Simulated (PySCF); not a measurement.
**NdO (quintet): density, localisation and related maps**

```yaml
atoms:
  - { symbol: Nd, position_ang: [0.0000, 0.0000, -0.1806] }
  - { symbol: O, position_ang: [0.0000, 0.0000, 1.6024] }
```

These are results of PySCF 2.14.0, PBE0/x2c-SVPall, spin-free X2C-1e, Gaussian nucleus, at a bond length of 1.783 Å, not measurements.

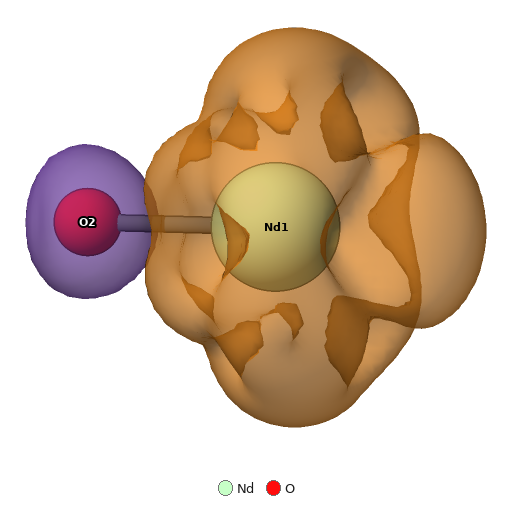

Figure 1. Isosurfaces of the spin density at +0.02 (orange) and −0.02 e/Å³ (purple), seen from one side.

Which atoms carry the spin?

Answer. The unpaired spin (4 electrons) lies mostly on Nd1 (about 4.1), in electrons by Hirshfeld's partition, with opposite, polarisation-induced spin on O2.

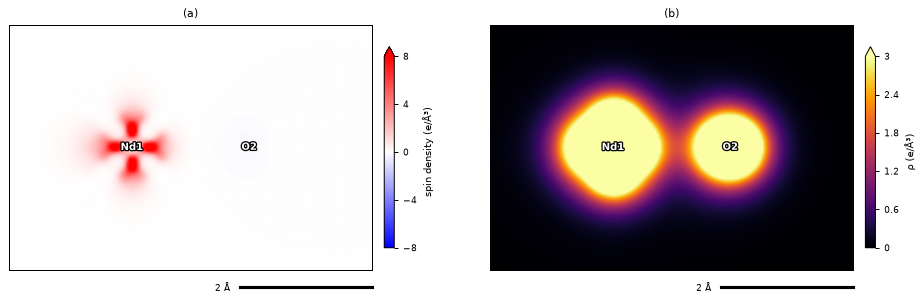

Figure 2. (a) spin density (α minus β); (b) total electron density on a plane that holds the molecular axis.

Describe what can be read from this map.

Answer. The plane passes through Nd and O nuclei. Nd–O (1.78 Å): ρ is about 1.9 e/Å³ halfway.

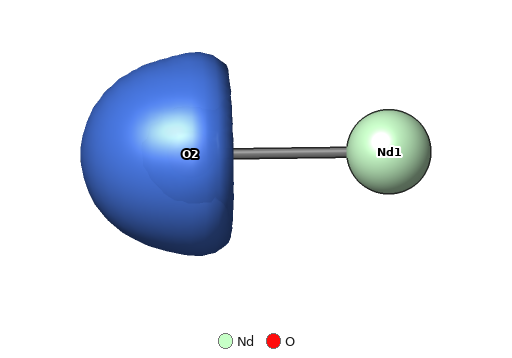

Figure 3. Isosurface of the electron localisation function at 0.75 (blue), seen from one side. Only the valence region is drawn (cores and ρ < 0.01 e/Å³ removed).

What do the ELF domains correspond to?

Answer. The ELF exceeds this value in one region wrapped around O (its valence shell).


Nd–O (1.78 Å): the ELF peaks at about 0.80 in the valence shell of O, 0.5 Å from its nucleus, and drops to about 0.50 between the two atoms.
